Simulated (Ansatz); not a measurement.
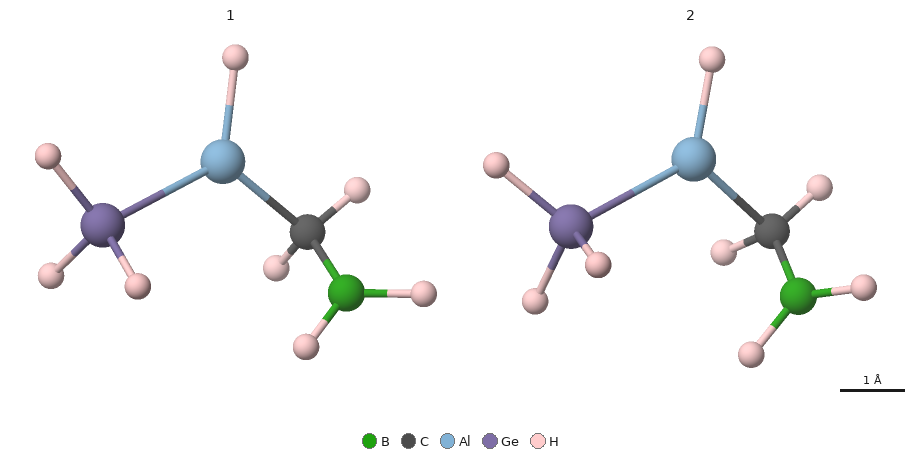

Two geometries of CH₈AlBGe (coarse preliminary run), drawn at one scale. One is the start of a relaxation, the other its converged end. A ball-and-stick model, seen at a tilt.

The calculation used RKS PBE-D4/def2-SVP (Ansatz). Settings: force threshold 0.03 eV/Å; at most 200 steps.

Which geometry has the lower energy?

Answer. Structure 2 is the relaxed one. The start comes from a force field. After 18 accepted moves (19 points after the start) the energy has fallen by 36.2 kJ/mol. Largest force component: 1.6 eV/Å at the start, 0.022 eV/Å at the end. The line search rejected the trial step at point 16 of the run. The forces were under the threshold at step 11, but the run went on from there. The atom that moves furthest after the best rigid fit is an H atom (0.61 Å). By element the largest moves are H 0.61 Å, Al 0.20 Å, B 0.18 Å, Ge 0.13 Å, C 0.12 Å. Among the contacts that change: Ge–H 1.500 → 1.557 Å, Al–H 1.657 → 1.601 Å, C–H 1.072 → 1.116 Å, B–C 1.562 → 1.519 Å. Among the angles between lasting bonds that change: Al–C–H 108.5° → 96.5°, B–C–H 110.1° → 120.1°, H–Ge–H 114.2° → 106.7°. Groups turn about Al–Ge by about 25°.
